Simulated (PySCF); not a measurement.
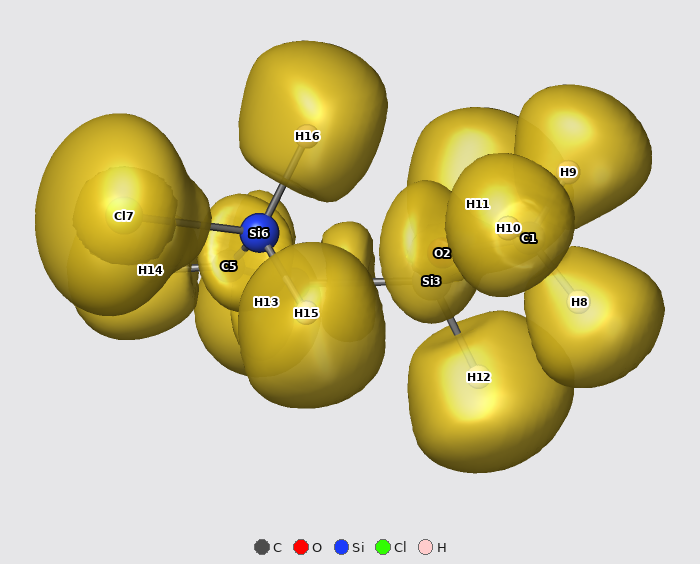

Figure 1: C$_{3}$H$_{9}$ClOSi$_{2}$ (SMILES CO[SiH2]/C=C\[SiH2]Cl). Isosurface of the ELF at 0.75 (yellow), seen from one side. Only the valence region is drawn (cores and ρ < 0.01 e/Å³ removed).

Geometry: GFN2-xTB.

Computed with PBE0/pcSseg-1, SCF density, gas phase, non-relativistic (PySCF).

```yaml
atoms:
  - { symbol: C, position_ang: [1.8761, 1.2756, 0.4676] }
  - { symbol: O, position_ang: [0.8853, 0.3938, 0.0380] }
  - { symbol: Si, position_ang: [0.9721, -0.7333, -1.1330] }
  - { symbol: C, position_ang: [-0.7689, -1.4183, -1.0681] }
  - { symbol: C, position_ang: [-1.7431, -1.0092, -0.2580] }
  - { symbol: Si, position_ang: [-1.6114, 0.3606, 1.0301] }
  - { symbol: Cl, position_ang: [-3.4746, 0.4304, 1.8665] }
  - { symbol: H, position_ang: [2.7851, 0.7373, 0.7460] }
  - { symbol: H, position_ang: [2.1228, 1.9908, -0.3205] }
  - { symbol: H, position_ang: [1.4954, 1.8137, 1.3358] }
  - { symbol: H, position_ang: [1.2946, -0.1209, -2.4286] }
  - { symbol: H, position_ang: [1.9957, -1.7355, -0.8082] }
  - { symbol: H, position_ang: [-0.9756, -2.2210, -1.7680] }
  - { symbol: H, position_ang: [-2.7115, -1.4981, -0.3292] }
  - { symbol: H, position_ang: [-0.7273, 0.0476, 2.1493] }
  - { symbol: H, position_ang: [-1.4222, 1.6956, 0.4691] }
```

### Where are the electrons localised?

At this value the surface marks out one region between bonded C–C atoms (shared pairs), two regions between bonded C–Si atoms (shared pairs), nine regions around hydrogen nuclei, one region on Cl in which the atom's valence shell and bonds are merged and one region on O in which the atom's valence shell and bonds are merged. Along the contacts the grid gives the following. C–C (1.33 Å): the ELF peaks at about 0.90 between the atoms; a short, multiple covalent bond. C–O (1.39 Å): the ELF peaks at about 0.90 between the atoms (a shared but strongly polarised pair).
